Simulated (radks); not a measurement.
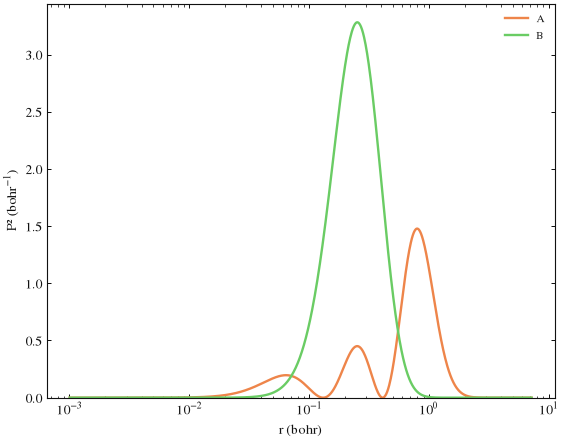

The radial probability densities P² (large components) of 4p3/2 and 3d5/2. A is 4p3/2; B is 3d5/2. 3d5/2: outer maximum at 0.252 bohr, ⟨r⟩ = 0.316 bohr, 0 nodes, eigenvalue −486.9 eV; 4p3/2: outer maximum at 0.796 bohr, ⟨r⟩ = 0.895 bohr, 2 nodes, eigenvalue −104.5 eV.

Atomic calculation for Sn²⁺

- system: the tin ion Sn²⁺ in the configuration [Kr] 4d10 5s2.
- method: Dirac Kohn-Sham, BLYP, spin-unpolarised, spherical densities, point nucleus (the in-house radial solver radks)

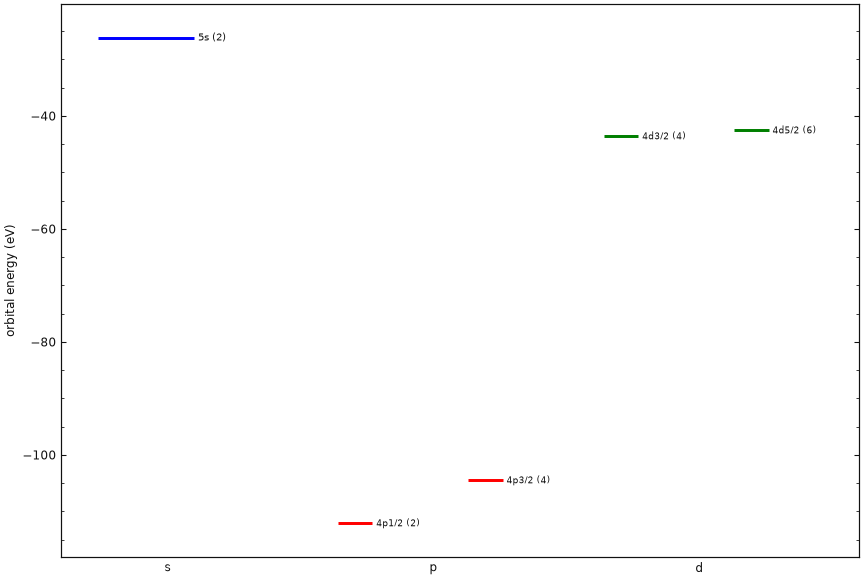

The outer levels are drawn (occupations in brackets, the lower j at the left of each column). The highest occupied level is 5s at −26.1 eV. From the top down the occupied levels run 5s (−26.1 eV), 4d5/2 (−42.6 eV), 4d3/2 (−43.6 eV), 4p3/2 (−104.5 eV), 4p1/2 (−112.1 eV). Spin-orbit splittings: 4d 1.05 eV, 4p 7.60 eV. The measured ionisation energy (NIST) is 30.5 eV; minus the highest level, 26.1 eV, lies 14 % below it, as is usual for a semilocal functional, whose potential decays too fast.

These pictures come from the run below.

**Input**
```
Z 50
configuration [Kr] 4d10 5s2
relativity Dirac
functional b88,lyp
spin unpolarised
j_filling average
nucleus point
c 137.035999084
```

Energies in input and log are in hartree, lengths in bohr.

**Log**
```
1s1/2   1   2.0000       -1066.36523789
2s1/2   1   2.0000        -161.47880167
2p1/2   1   2.0000        -150.88892835
2p3/2   1   4.0000        -142.40871219
3s1/2   1   2.0000         -31.66820821
3p1/2   1   2.0000         -27.36655569
3p3/2   1   4.0000         -25.81842456
3d3/2   1   4.0000         -18.21208632
3d5/2   1   6.0000         -17.89246946
4s1/2   1   2.0000          -5.55106732
4p1/2   1   2.0000          -4.12039675
4p3/2   1   4.0000          -3.84092850
4d3/2   1   4.0000          -1.60310051
4d5/2   1   6.0000          -1.56445570
5s1/2   1   2.0000          -0.96082567
Etot -6178.866782914194
Ekin 6506.740029215733
Encl -14967.838331182325
Eh 2447.644610437964
Exc -165.41309138556488
err 4.234913931550222e-09
it 14
```

**Key numbers**

- outcome: converged
- total energy: −6178.8668 hartree
- kinetic energy: 6506.7400 hartree
- electron–nucleus energy: −14967.8383 hartree
- Hartree energy: 2447.6446 hartree
- exchange–correlation energy: −165.413091 hartree
- radius at density 0.001 e/bohr³: 3.70 bohr
- SCF iterations: 14
- hardware: 1 CPU thread, shared host
